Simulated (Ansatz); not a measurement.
Molecular dynamics of AlNH5ClO2 (part 2 of 4)

Continued. System: AlNH5ClO2. Method: RHF/def2-SVP (Ansatz 0.2.0). It belongs to a series of runs on one base structure; here: dynamics from the highest image of the converged band.

Geometry of the input (Å):
```
Al -0.2638  -0.4179  0.2954
Cl 2.3124  0.5156  -0.0708
O  -0.2922  -1.9868  -0.3140
O  -0.5744  -0.0688  1.9068
H  1.1973  0.9626  -0.7630
N  -0.3839  0.8808  -0.9993
H  -0.1925  -2.8023  0.1439
H  -0.3272  0.5774  2.5403
H  -0.6201  0.5916  -1.9340
H  -0.8558  1.7476  -0.8055
```

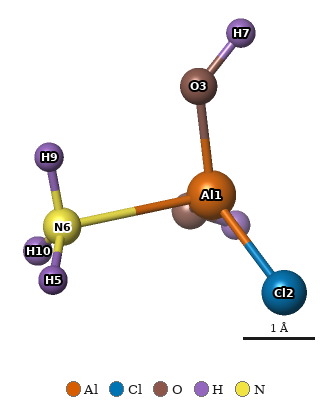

**Figure 1.** The geometry at step 152 of the log (ball-and-stick view, seen at a tilt; atoms are numbered from 1 in the order of the input).

## What the program printed, continued
```
md step   103: t =    51.50 fs  T =  1253.3 K  F+E_penalty+E_count = -24716.55626604 eV  E_kin = 1.295978 eV  conserved = -24715.26028815 eV  (34 SCF iters)
md step   104: t =    52.00 fs  T =  1435.3 K  F+E_penalty+E_count = -24716.75894761 eV  E_kin = 1.484228 eV  conserved = -24715.27471994 eV  (35 SCF iters)
md step   105: t =    52.50 fs  T =  1730.3 K  F+E_penalty+E_count = -24717.07870959 eV  E_kin = 1.789233 eV  conserved = -24715.28947698 eV  (34 SCF iters)
md step   106: t =    53.00 fs  T =  1921.8 K  F+E_penalty+E_count = -24717.27868467 eV  E_kin = 1.987277 eV  conserved = -24715.29140788 eV  (33 SCF iters)
md step   107: t =    53.50 fs  T =  1941.8 K  F+E_penalty+E_count = -24717.29466232 eV  E_kin = 2.008014 eV  conserved = -24715.28664816 eV  (32 SCF iters)
md step   108: t =    54.00 fs  T =  1830.7 K  F+E_penalty+E_count = -24717.17471360 eV  E_kin = 1.893127 eV  conserved = -24715.28158619 eV  (32 SCF iters)
md step   109: t =    54.50 fs  T =  1652.2 K  F+E_penalty+E_count = -24716.98634182 eV  E_kin = 1.708548 eV  conserved = -24715.27779339 eV  (32 SCF iters)
md step   110: t =    55.00 fs  T =  1461.0 K  F+E_penalty+E_count = -24716.78563510 eV  E_kin = 1.510822 eV  conserved = -24715.27481288 eV  (33 SCF iters)
md step   111: t =    55.50 fs  T =  1302.3 K  F+E_penalty+E_count = -24716.61900278 eV  E_kin = 1.346680 eV  conserved = -24715.27232235 eV  (33 SCF iters)
md step   112: t =    56.00 fs  T =  1213.5 K  F+E_penalty+E_count = -24716.52558967 eV  E_kin = 1.254903 eV  conserved = -24715.27068626 eV  (33 SCF iters)
md step   113: t =    56.50 fs  T =  1218.9 K  F+E_penalty+E_count = -24716.53094501 eV  E_kin = 1.260426 eV  conserved = -24715.27051883 eV  (33 SCF iters)
md step   114: t =    57.00 fs  T =  1320.8 K  F+E_penalty+E_count = -24716.63779815 eV  E_kin = 1.365817 eV  conserved = -24715.27198086 eV  (33 SCF iters)
md step   115: t =    57.50 fs  T =  1497.4 K  F+E_penalty+E_count = -24716.82328557 eV  E_kin = 1.548470 eV  conserved = -24715.27481511 eV  (36 SCF iters)
md step   116: t =    58.00 fs  T =  1706.0 K  F+E_penalty+E_count = -24717.04301973 eV  E_kin = 1.764166 eV  conserved = -24715.27885361 eV  (32 SCF iters)
md step   117: t =    58.50 fs  T =  1886.3 K  F+E_penalty+E_count = -24717.23486527 eV  E_kin = 1.950616 eV  conserved = -24715.28424889 eV  (32 SCF iters)
md step   118: t =    59.00 fs  T =  1963.5 K  F+E_penalty+E_count = -24717.32064878 eV  E_kin = 2.030390 eV  conserved = -24715.29025896 eV  (33 SCF iters)
md step   119: t =    59.50 fs  T =  1867.2 K  F+E_penalty+E_count = -24717.22360784 eV  E_kin = 1.930816 eV  conserved = -24715.29279192 eV  (33 SCF iters)
md step   120: t =    60.00 fs  T =  1594.8 K  F+E_penalty+E_count = -24716.93360868 eV  E_kin = 1.649108 eV  conserved = -24715.28450044 eV  (33 SCF iters)
md step   121: t =    60.50 fs  T =  1290.4 K  F+E_penalty+E_count = -24716.60141073 eV  E_kin = 1.334411 eV  conserved = -24715.26700015 eV  (33 SCF iters)
md step   122: t =    61.00 fs  T =  1184.8 K  F+E_penalty+E_count = -24716.48657606 eV  E_kin = 1.225128 eV  conserved = -24715.26144853 eV  (33 SCF iters)
md step   123: t =    61.50 fs  T =  1344.9 K  F+E_penalty+E_count = -24716.66686757 eV  E_kin = 1.390746 eV  conserved = -24715.27612191 eV  (33 SCF iters)
md step   124: t =    62.00 fs  T =  1589.2 K  F+E_penalty+E_count = -24716.93336406 eV  E_kin = 1.643352 eV  conserved = -24715.29001160 eV  (33 SCF iters)
md step   125: t =    62.50 fs  T =  1713.5 K  F+E_penalty+E_count = -24717.06360328 eV  E_kin = 1.771931 eV  conserved = -24715.29167244 eV  (33 SCF iters)
md step   126: t =    63.00 fs  T =  1660.0 K  F+E_penalty+E_count = -24717.00281876 eV  E_kin = 1.716543 eV  conserved = -24715.28627596 eV  (33 SCF iters)
md step   127: t =    63.50 fs  T =  1482.1 K  F+E_penalty+E_count = -24716.81251148 eV  E_kin = 1.532567 eV  conserved = -24715.27994426 eV  (33 SCF iters)
md step   128: t =    64.00 fs  T =  1262.4 K  F+E_penalty+E_count = -24716.58066352 eV  E_kin = 1.305377 eV  conserved = -24715.27528677 eV  (33 SCF iters)
md step   129: t =    64.50 fs  T =  1067.2 K  F+E_penalty+E_count = -24716.37642984 eV  E_kin = 1.103613 eV  conserved = -24715.27281640 eV  (34 SCF iters)
md step   130: t =    65.00 fs  T =   934.4 K  F+E_penalty+E_count = -24716.23828893 eV  E_kin = 0.966283 eV  conserved = -24715.27200575 eV  (34 SCF iters)
md step   131: t =    65.50 fs  T =   878.0 K  F+E_penalty+E_count = -24716.17986454 eV  E_kin = 0.907894 eV  conserved = -24715.27197042 eV  (34 SCF iters)
md step   132: t =    66.00 fs  T =   899.4 K  F+E_penalty+E_count = -24716.20216835 eV  E_kin = 0.930003 eV  conserved = -24715.27216540 eV  (33 SCF iters)
md step   133: t =    66.50 fs  T =   995.0 K  F+E_penalty+E_count = -24716.30161481 eV  E_kin = 1.028905 eV  conserved = -24715.27270948 eV  (33 SCF iters)
md step   134: t =    67.00 fs  T =  1155.0 K  F+E_penalty+E_count = -24716.46858329 eV  E_kin = 1.194330 eV  conserved = -24715.27425336 eV  (32 SCF iters)
md step   135: t =    67.50 fs  T =  1354.4 K  F+E_penalty+E_count = -24716.67824778 eV  E_kin = 1.400596 eV  conserved = -24715.27765149 eV  (33 SCF iters)
md step   136: t =    68.00 fs  T =  1543.1 K  F+E_penalty+E_count = -24716.87914238 eV  E_kin = 1.595735 eV  conserved = -24715.28340689 eV  (32 SCF iters)
md step   137: t =    68.50 fs  T =  1643.1 K  F+E_penalty+E_count = -24716.98932845 eV  E_kin = 1.699067 eV  conserved = -24715.29026101 eV  (37 SCF iters)
md step   138: t =    69.00 fs  T =  1575.6 K  F+E_penalty+E_count = -24716.92213006 eV  E_kin = 1.629335 eV  conserved = -24715.29279462 eV  (32 SCF iters)
md step   139: t =    69.50 fs  T =  1341.5 K  F+E_penalty+E_count = -24716.67022094 eV  E_kin = 1.387168 eV  conserved = -24715.28305295 eV  (32 SCF iters)
md step   140: t =    70.00 fs  T =  1100.6 K  F+E_penalty+E_count = -24716.40395838 eV  E_kin = 1.138158 eV  conserved = -24715.26580075 eV  (32 SCF iters)
md step   141: t =    70.50 fs  T =  1074.4 K  F+E_penalty+E_count = -24716.37517842 eV  E_kin = 1.110992 eV  conserved = -24715.26418667 eV  (32 SCF iters)
md step   142: t =    71.00 fs  T =  1283.3 K  F+E_penalty+E_count = -24716.60708075 eV  E_kin = 1.327032 eV  conserved = -24715.28004899 eV  (32 SCF iters)
md step   143: t =    71.50 fs  T =  1527.6 K  F+E_penalty+E_count = -24716.87034627 eV  E_kin = 1.579659 eV  conserved = -24715.29068738 eV  (32 SCF iters)
md step   144: t =    72.00 fs  T =  1637.6 K  F+E_penalty+E_count = -24716.98323740 eV  E_kin = 1.693448 eV  conserved = -24715.28978951 eV  (32 SCF iters)
md step   145: t =    72.50 fs  T =  1589.1 K  F+E_penalty+E_count = -24716.92793844 eV  E_kin = 1.643272 eV  conserved = -24715.28466661 eV  (32 SCF iters)
md step   146: t =    73.00 fs  T =  1435.1 K  F+E_penalty+E_count = -24716.76413301 eV  E_kin = 1.483971 eV  conserved = -24715.28016234 eV  (32 SCF iters)
md step   147: t =    73.50 fs  T =  1235.5 K  F+E_penalty+E_count = -24716.55453086 eV  E_kin = 1.277648 eV  conserved = -24715.27688292 eV  (31 SCF iters)
md step   148: t =    74.00 fs  T =  1038.9 K  F+E_penalty+E_count = -24716.34858757 eV  E_kin = 1.074308 eV  conserved = -24715.27427964 eV  (31 SCF iters)
md step   149: t =    74.50 fs  T =   884.7 K  F+E_penalty+E_count = -24716.18704265 eV  E_kin = 0.914896 eV  conserved = -24715.27214636 eV  (34 SCF iters)
md step   150: t =    75.00 fs  T =   805.4 K  F+E_penalty+E_count = -24716.10354613 eV  E_kin = 0.832798 eV  conserved = -24715.27074807 eV  (34 SCF iters)
md step   151: t =    75.50 fs  T =   821.6 K  F+E_penalty+E_count = -24716.12012267 eV  E_kin = 0.849598 eV  conserved = -24715.27052484 eV  (35 SCF iters)
md step   152: t =    76.00 fs  T =   936.0 K  F+E_penalty+E_count = -24716.23991819 eV  E_kin = 0.967933 eV  conserved = -24715.27198541 eV  (34 SCF iters)
md step   153: t =    76.50 fs  T =  1125.5 K  F+E_penalty+E_count = -24716.43946851 eV  E_kin = 1.163826 eV  conserved = -24715.27564283 eV  (32 SCF iters)
md step   154: t =    77.00 fs  T =  1334.8 K  F+E_penalty+E_count = -24716.66206573 eV  E_kin = 1.380303 eV  conserved = -24715.28176320 eV  (31 SCF iters)
md step   155: t =    77.50 fs  T =  1477.3 K  F+E_penalty+E_count = -24716.81708475 eV  E_kin = 1.527697 eV  conserved = -24715.28938751 eV  (31 SCF iters)
md step   156: t =    78.00 fs  T =  1457.1 K  F+E_penalty+E_count = -24716.80092486 eV  E_kin = 1.506726 eV  conserved = -24715.29419857 eV  (32 SCF iters)
md step   157: t =    78.50 fs  T =  1237.5 K  F+E_penalty+E_count = -24716.56768944 eV  E_kin = 1.279662 eV  conserved = -24715.28802743 eV  (32 SCF iters)
md step   158: t =    79.00 fs  T =   938.2 K  F+E_penalty+E_count = -24716.23986773 eV  E_kin = 0.970170 eV  conserved = -24715.26969741 eV  (32 SCF iters)
md step   159: t =    79.50 fs  T =   807.4 K  F+E_penalty+E_count = -24716.09450949 eV  E_kin = 0.834899 eV  conserved = -24715.25961066 eV  (32 SCF iters)
md step   160: t =    80.00 fs  T =   969.9 K  F+E_penalty+E_count = -24716.27475168 eV  E_kin = 1.002935 eV  conserved = -24715.27181707 eV  (34 SCF iters)
md step   161: t =    80.50 fs  T =  1278.9 K  F+E_penalty+E_count = -24716.60965615 eV  E_kin = 1.322443 eV  conserved = -24715.28721326 eV  (31 SCF iters)
md step   162: t =    81.00 fs  T =  1515.7 K  F+E_penalty+E_count = -24716.85843262 eV  E_kin = 1.567315 eV  conserved = -24715.29111775 eV  (31 SCF iters)
md step   163: t =    81.50 fs  T =  1590.2 K  F+E_penalty+E_count = -24716.93174023 eV  E_kin = 1.644361 eV  conserved = -24715.28737964 eV  (32 SCF iters)
md step   164: t =    82.00 fs  T =  1529.2 K  F+E_penalty+E_count = -24716.86336589 eV  E_kin = 1.581304 eV  conserved = -24715.28206179 eV  (32 SCF iters)
md step   165: t =    82.50 fs  T =  1399.1 K  F+E_penalty+E_count = -24716.72433781 eV  E_kin = 1.446832 eV  conserved = -24715.27750533 eV  (32 SCF iters)
md step   166: t =    83.00 fs  T =  1264.3 K  F+E_penalty+E_count = -24716.58156204 eV  E_kin = 1.307399 eV  conserved = -24715.27416351 eV  (33 SCF iters)
md step   167: t =    83.50 fs  T =  1174.3 K  F+E_penalty+E_count = -24716.48635790 eV  E_kin = 1.214269 eV  conserved = -24715.27208918 eV  (33 SCF iters)
md step   168: t =    84.00 fs  T =  1160.5 K  F+E_penalty+E_count = -24716.47130534 eV  E_kin = 1.200000 eV  conserved = -24715.27130498 eV  (34 SCF iters)
md step   169: t =    84.50 fs  T =  1235.0 K  F+E_penalty+E_count = -24716.54886744 eV  E_kin = 1.277088 eV  conserved = -24715.27177927 eV  (33 SCF iters)
md step   170: t =    85.00 fs  T =  1390.7 K  F+E_penalty+E_count = -24716.71154492 eV  E_kin = 1.438131 eV  conserved = -24715.27341381 eV  (33 SCF iters)
md step   171: t =    85.50 fs  T =  1602.8 K  F+E_penalty+E_count = -24716.93355481 eV  E_kin = 1.657424 eV  conserved = -24715.27613127 eV  (32 SCF iters)
md step   172: t =    86.00 fs  T =  1830.3 K  F+E_penalty+E_count = -24717.17266260 eV  E_kin = 1.892634 eV  conserved = -24715.28002824 eV  (32 SCF iters)
md step   173: t =    86.50 fs  T =  2016.3 K  F+E_penalty+E_count = -24717.37027519 eV  E_kin = 2.085053 eV  conserved = -24715.28522210 eV  (31 SCF iters)
md step   174: t =    87.00 fs  T =  2091.5 K  F+E_penalty+E_count = -24717.45331745 eV  E_kin = 2.162779 eV  conserved = -24715.29053821 eV  (31 SCF iters)
md step   175: t =    87.50 fs  T =  1998.3 K  F+E_penalty+E_count = -24717.35769090 eV  E_kin = 2.066429 eV  conserved = -24715.29126186 eV  (32 SCF iters)
md step   176: t =    88.00 fs  T =  1757.6 K  F+E_penalty+E_count = -24717.09905044 eV  E_kin = 1.817506 eV  conserved = -24715.28154422 eV  (31 SCF iters)
md step   177: t =    88.50 fs  T =  1521.7 K  F+E_penalty+E_count = -24716.84093692 eV  E_kin = 1.573549 eV  conserved = -24715.26738830 eV  (32 SCF iters)
md step   178: t =    89.00 fs  T =  1473.5 K  F+E_penalty+E_count = -24716.79053086 eV  E_kin = 1.523757 eV  conserved = -24715.26677435 eV  (32 SCF iters)
md step   179: t =    89.50 fs  T =  1624.1 K  F+E_penalty+E_count = -24716.95848312 eV  E_kin = 1.679432 eV  conserved = -24715.27905147 eV  (32 SCF iters)
md step   180: t =    90.00 fs  T =  1815.5 K  F+E_penalty+E_count = -24717.16485996 eV  E_kin = 1.877420 eV  conserved = -24715.28743979 eV  (33 SCF iters)
md step   181: t =    90.50 fs  T =  1912.1 K  F+E_penalty+E_count = -24717.26468256 eV  E_kin = 1.977297 eV  conserved = -24715.28738566 eV  (32 SCF iters)
md step   182: t =    91.00 fs  T =  1885.5 K  F+E_penalty+E_count = -24717.23350569 eV  E_kin = 1.949795 eV  conserved = -24715.28371070 eV  (37 SCF iters)
md step   183: t =    91.50 fs  T =  1770.9 K  F+E_penalty+E_count = -24717.11124138 eV  E_kin = 1.831274 eV  conserved = -24715.27996755 eV  (33 SCF iters)
md step   184: t =    92.00 fs  T =  1615.7 K  F+E_penalty+E_count = -24716.94787149 eV  E_kin = 1.670743 eV  conserved = -24715.27712847 eV  (32 SCF iters)
md step   185: t =    92.50 fs  T =  1459.6 K  F+E_penalty+E_count = -24716.78443953 eV  E_kin = 1.509313 eV  conserved = -24715.27512683 eV  (33 SCF iters)
md step   186: t =    93.00 fs  T =  1332.5 K  F+E_penalty+E_count = -24716.65155236 eV  E_kin = 1.377914 eV  conserved = -24715.27363854 eV  (34 SCF iters)
md step   187: t =    93.50 fs  T =  1257.7 K  F+E_penalty+E_count = -24716.57299544 eV  E_kin = 1.300602 eV  conserved = -24715.27239390 eV  (34 SCF iters)
md step   188: t =    94.00 fs  T =  1254.5 K  F+E_penalty+E_count = -24716.56874962 eV  E_kin = 1.297230 eV  conserved = -24715.27151965 eV  (34 SCF iters)
md step   189: t =    94.50 fs  T =  1334.9 K  F+E_penalty+E_count = -24716.65214284 eV  E_kin = 1.380382 eV  conserved = -24715.27176044 eV  (34 SCF iters)
md step   190: t =    95.00 fs  T =  1493.3 K  F+E_penalty+E_count = -24716.81837916 eV  E_kin = 1.544237 eV  conserved = -24715.27414200 eV  (36 SCF iters)
md step   191: t =    95.50 fs  T =  1693.2 K  F+E_penalty+E_count = -24717.02998321 eV  E_kin = 1.750878 eV  conserved = -24715.27910482 eV  (36 SCF iters)
md step   192: t =    96.00 fs  T =  1862.9 K  F+E_penalty+E_count = -24717.21210088 eV  E_kin = 1.926401 eV  conserved = -24715.28569997 eV  (36 SCF iters)
md step   193: t =    96.50 fs  T =  1913.8 K  F+E_penalty+E_count = -24717.26994327 eV  E_kin = 1.979009 eV  conserved = -24715.29093429 eV  (36 SCF iters)
md step   194: t =    97.00 fs  T =  1786.8 K  F+E_penalty+E_count = -24717.13727256 eV  E_kin = 1.847680 eV  conserved = -24715.28959208 eV  (36 SCF iters)
md step   195: t =    97.50 fs  T =  1521.1 K  F+E_penalty+E_count = -24716.85138623 eV  E_kin = 1.572913 eV  conserved = -24715.27847343 eV  (36 SCF iters)
md step   196: t =    98.00 fs  T =  1275.2 K  F+E_penalty+E_count = -24716.58477943 eV  E_kin = 1.318691 eV  conserved = -24715.26608819 eV  (37 SCF iters)
md step   197: t =    98.50 fs  T =  1207.2 K  F+E_penalty+E_count = -24716.51528396 eV  E_kin = 1.248393 eV  conserved = -24715.26689101 eV  (36 SCF iters)
md step   198: t =    99.00 fs  T =  1312.3 K  F+E_penalty+E_count = -24716.63485576 eV  E_kin = 1.357037 eV  conserved = -24715.27781889 eV  (36 SCF iters)
md step   199: t =    99.50 fs  T =  1450.6 K  F+E_penalty+E_count = -24716.78553263 eV  E_kin = 1.500081 eV  conserved = -24715.28545119 eV  (36 SCF iters)
these checks for a lower state are left out or cut short: starts, cluster_reference, orbital_swaps, neighbouring_geometries, increment
1043 factors; integrals over basis functions are off by at most 7.7e-4 eV
mean field -24716.84068660 eV, -908.3271415561 hartree, gradient 6.3e-6 eV, S^2 0.000000; 0 other end points of the search recorded, 0 dependent functions left out
the calculation of the forces begins
reference -24716.84068660 eV, -908.3271415561 hartree; 29, 29 occupied and 74, 74 virtual orbitals, 1043 factors
1043 factors; integrals over basis functions are off by at most 7.7e-4 eV
mean field evaluation 1568: about -24716.8407 eV, gradient 1.4e-5 eV
mean field -24716.84068660 eV, -908.3271415561 hartree, gradient 6.3e-6 eV, S^2 0.000000; 1 other end points of the search recorded, 0 dependent functions left out
the calculation of the forces begins
reference -24716.84068660 eV, -908.3271415561 hartree; 29, 29 occupied and 74, 74 virtual orbitals, 1043 factors
md step   200: t =   100.00 fs  T =  1503.1 K  F+E_penalty+E_count = -24716.84068660 eV  E_kin = 1.554370 eV  conserved = -24715.28631657 eV  (37 SCF iters)
```

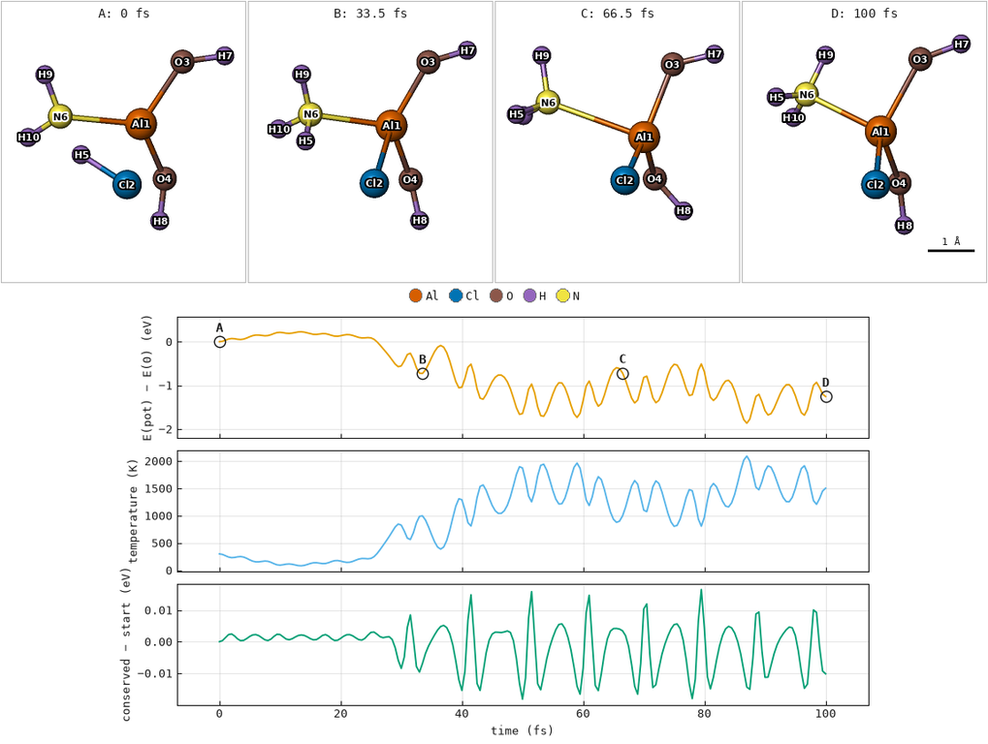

**Figure 2.** Frames of the molecular dynamics (ball-and-stick, seen at a tilt) above the curves, on which the letters mark them. The trajectory kept here has 201 frames over 100 fs. The temperature starts at 300 K, ranges from 82 to 2092 K and averages 1440 K over the second half. The potential energy ends 1.254 eV below its first value. The conserved quantity stays within 0.035 eV. After an unweighted best fit of the last frame on the first, the root-mean-square displacement is 0.65 Å, and Cl2 has moved furthest (1.16 Å).

```
Total energy: -24716.84068660 eV, -908.3271415561 hartree
Atom 0 at     0.155711    -0.242575     0.172011 Å, force    -0.074633    -1.692892     3.008637 eV/Å
Atom 1 at     2.388608     0.266393     0.213110 Å, force    -1.936824    -0.212306    -0.432470 eV/Å
Atom 2 at    -0.269521    -1.852770    -0.558861 Å, force     0.162552     1.182021     0.903476 eV/Å
Atom 3 at    -0.621817     0.209545     1.778577 Å, force     0.775540    -0.244729    -1.821552 eV/Å
Atom 4 at    -0.458851     1.242765    -1.646278 Å, force    -0.891629    -0.205373    -0.559449 eV/Å
Atom 5 at    -1.090542     0.748509    -1.028472 Å, force     3.341313     0.165240     0.470164 eV/Å
Atom 6 at    -0.386653    -2.763733    -0.269295 Å, force     0.382829     1.435558    -0.117686 eV/Å
Atom 7 at    -0.450786     0.660818     2.603698 Å, force     0.234637    -0.551820    -1.031068 eV/Å
Atom 8 at    -1.551994    -0.051439    -1.353858 Å, force    -0.872875    -0.906080    -1.271586 eV/Å
Atom 9 at    -1.646023     1.353827    -0.505696 Å, force    -1.120910     1.030380     0.851534 eV/Å
Dipole moment:    -0.929500     0.517229    -0.538622 e Å
```

## Trajectory as extended XYZ (Å, eV, eV/Å), 44 of the 201 frames kept, from step=0 to step=200
```
10
Properties=species:S:1:pos:R:3:forces:R:3 step=0 time_fs=0.0 energy=-24715.58638 temperature=300.0
Al   -0.2638   -0.4179    0.2954    0.0098  -0.0030  -0.0125
Cl    2.3124    0.5156   -0.0708    0.0039   0.0001   0.0020
O    -0.2922   -1.9868   -0.3140    0.0026   0.0068   0.0227
O    -0.5744   -0.0688    1.9068   -0.0137  -0.0093   0.0105
H     1.1973    0.9626   -0.7630   -0.0049  -0.0013  -0.0006
N    -0.3839    0.8808   -0.9993   -0.0003   0.0024  -0.0024
H    -0.1925   -2.8023    0.1439   -0.0033  -0.0021  -0.0141
H    -0.3272    0.5774    2.5403    0.0075   0.0064  -0.0054
H    -0.6201    0.5916   -1.9340   -0.0007   0.0000   0.0000
H    -0.8558    1.7476   -0.8055   -0.0007  -0.0001  -0.0003
```
